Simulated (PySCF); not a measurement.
SMILES c1ccc(C2CC2)cc1 at its GFN2-xTB optimised geometry (Å):

```
19

C      2.1091    -1.5658     3.3889
C      0.9062    -0.9063     3.5744
C      0.1612    -0.4921     2.4858
C      0.6044    -0.7302     1.1880
C     -0.1631    -0.2987     0.0000
C     -1.6698    -0.2987     0.0000
C     -0.9315     0.9977     0.0000
C      1.8150    -1.3953     1.0154
C      2.5610    -1.8091     2.1034
H      2.6900    -1.8877     4.2405
H      0.5456    -0.7128     4.5746
H     -0.7740     0.0215     2.6541
H      0.3119    -0.5692    -0.9361
H     -2.1751    -0.6056     0.9028
H     -2.1748    -0.6048    -0.9036
H     -0.9240     1.5877     0.9037
H     -0.9255     1.5891    -0.9032
H      2.1751    -1.5891     0.0145
H      3.4986    -2.3229     1.9473
```

Calculation: PBE/def2-SVP in PySCF. Cells within 0.4 Å of a nucleus heavier than hydrogen are left out (blank, or x).

Map of the electrostatic potential (hartree/e), clipped to [-0.08, 0.12] on the plane z = 1.5 Å:

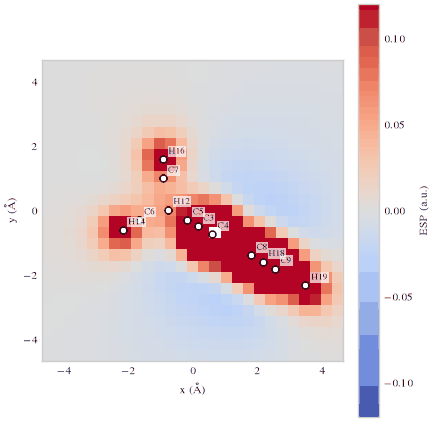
Fig. 1. Electrostatic potential (hartree/e), clipped to [-0.08, 0.12] on the plane z = 1.5 Å.
